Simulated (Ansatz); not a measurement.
**Pressure series in ZnSnN2**

Take ZnSnN2 (space group Pna2_1, No. 33; a = 5.9056 Å, b = 6.8046 Å, c = 5.5372 Å) as the base.

Cell and atoms are relaxed at each pressure.

Computed with DFT with PBE, PAW potentials and a 420 eV plane-wave cutoff in Ansatz (a first-principles code), scalar-relativistic without spin-orbit coupling.

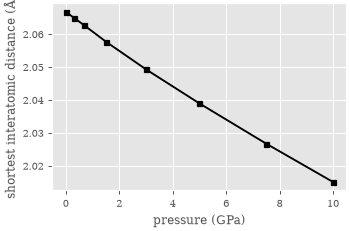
*Shortest interatomic distance against pressure*

### Question
From the plot, what is the shortest interatomic distance for pressure 5 GPa?

### Answer
About 2.039 Å.

### Question
Is the trend monotonic over the range shown?

### Answer
Yes, it falls throughout, spanning 2.015 Å to 2.067 Å.

Load acts through the strain it causes; cell and atoms are relaxed under it. Stability against distortions was not tested. Competing high-pressure phases were not computed.
